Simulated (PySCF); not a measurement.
C₄H₉B₂FSi (SMILES B[SiH2]B(F)CC#CC)

```yaml
atoms:
  - { symbol: B, position_ang: [1.9547, 1.5270, -0.2015] }
  - { symbol: Si, position_ang: [1.9852, -0.3705, -0.6521] }
  - { symbol: B, position_ang: [1.2796, -1.4016, 0.8965] }
  - { symbol: F, position_ang: [2.1176, -1.9642, 1.7569] }
  - { symbol: C, position_ang: [-0.2641, -1.5950, 1.2258] }
  - { symbol: C, position_ang: [-1.1372, -0.6035, 0.6257] }
  - { symbol: C, position_ang: [-1.8429, 0.2381, 0.1463] }
  - { symbol: C, position_ang: [-2.7032, 1.2441, -0.4404] }
  - { symbol: H, position_ang: [1.0155, 2.1880, -0.4227] }
  - { symbol: H, position_ang: [2.8470, 2.0449, 0.3514] }
  - { symbol: H, position_ang: [3.3284, -0.8834, -1.0034] }
  - { symbol: H, position_ang: [1.1894, -0.7226, -1.8477] }
  - { symbol: H, position_ang: [-0.4376, -1.6164, 2.3081] }
  - { symbol: H, position_ang: [-0.5639, -2.5849, 0.8571] }
  - { symbol: H, position_ang: [-3.3014, 0.8054, -1.2387] }
  - { symbol: H, position_ang: [-3.3722, 1.6539, 0.3165] }
  - { symbol: H, position_ang: [-2.1019, 2.0528, -0.8556] }
```

Geometry: GFN2-xTB.

Theory: PySCF, PBE0/pcSseg-1, SCF density, gas phase, non-relativistic.

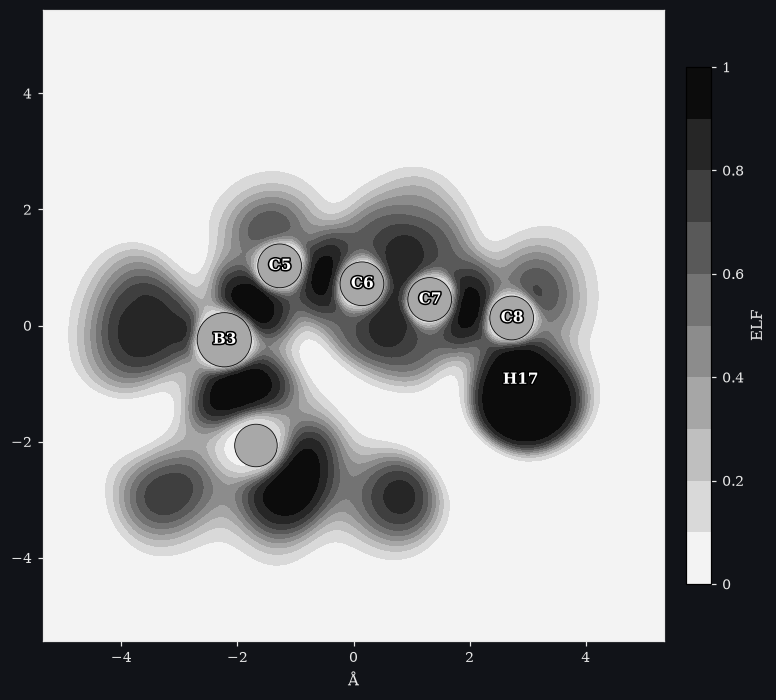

Figure 1. ELF on the plane of atoms B3, C5 and C6. Grey discs cover the atomic cores.

> Describe what can be read from this map.

- The plane passes through B, C and H nuclei.
- C–C (1.20 Å): the ELF peaks at about 0.80 between the atoms: a short, multiple covalent bond.
- C–B (1.59 Å): the ELF peaks at about 1 between the atoms, as expected for a covalent bond.
- C–H (1.09 Å): the ELF climbs to about 1 towards the hydrogen, as it does in any bond to H; an ordinary covalent bond to hydrogen.
- The ELF also peaks beside F4, away from the bonds: lone-pair regions.

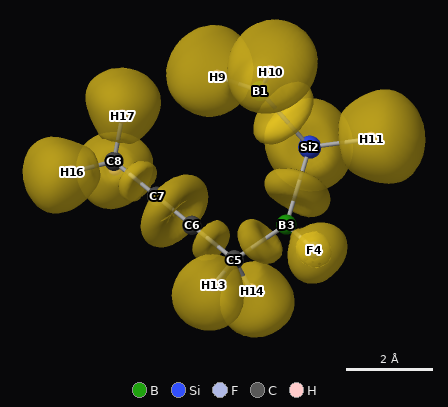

Figure 2. Isosurface of the electron localisation function at 0.8 (yellow), seen at a tilt. Only the valence region is drawn (cores and ρ < 0.01 e/Å³ removed).

> Where are the electrons localised?

The surface consists of one region between bonded B–C atoms (shared pairs), two regions between bonded B–Si atoms (shared pairs), three regions between bonded C–C atoms (shared pairs), nine regions around hydrogen nuclei and one region on F in which the atom's valence shell and bonds are merged. Along the contacts the grid gives the following. B–F (1.33 Å): the ELF peaks at about 0.85 between the atoms, as expected for a polar covalent bond.

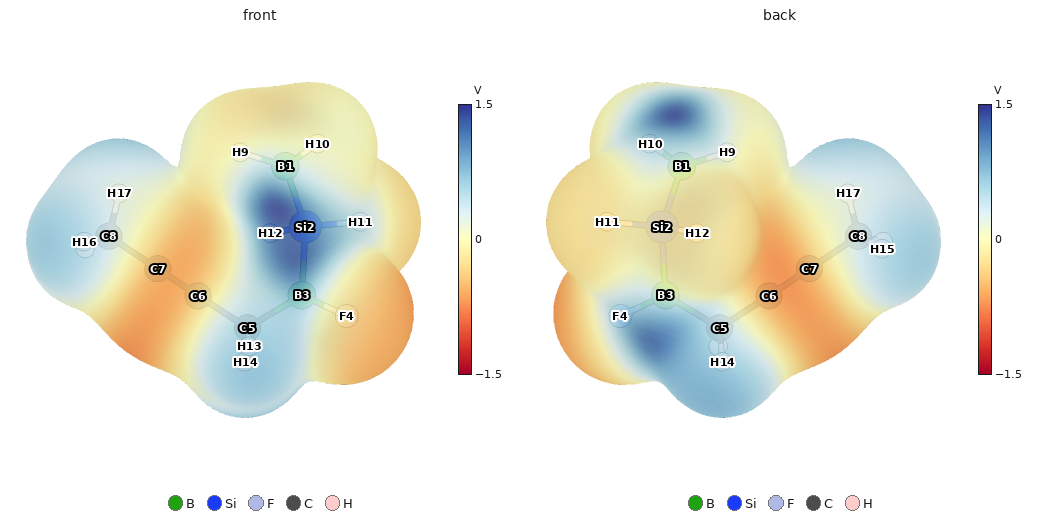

Figure 3. The molecular electrostatic potential painted on the density surface at 0.001 e/bohr³, seen from the front and from behind; red is negative and blue positive.

> Describe the electrostatic potential map.

The most negative region (about −0.7 V, or −16 kcal/mol for a unit charge) lies over F4, C6, C7 and H12, the most positive (about +1.3 V, or +30 kcal/mol for a unit charge) over B1 and B3.
